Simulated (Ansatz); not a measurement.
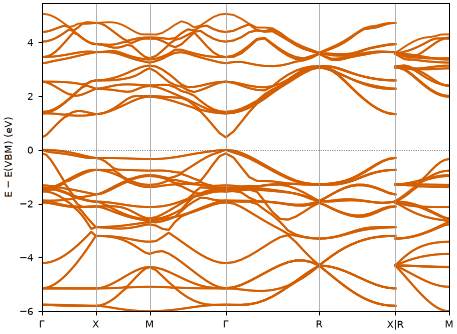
Figure: Band structure from the program Ansatz at the PBE with spin–orbit coupling level (PAW)

Task: Read off the gap and where the band edges lie.

Result: About 0.5 eV (0.46 eV by a search for the band edges); maximum at Γ, minimum at Γ.

The material is InP in space group Pm-3n (No. 223; In on 6c, P on 6d).

The start of the workflow was typed in or built on a structure type; neither database checked (COD, Materials Project) lists it. It is not the phase usual at ambient conditions (space group No. 216). The PBE relaxation kept the symmetry of its start; its stability against distortions is not shown here. The volume moved by 31 % from the start of the relaxation.

Potentials: the later of the program's two PAW sets.
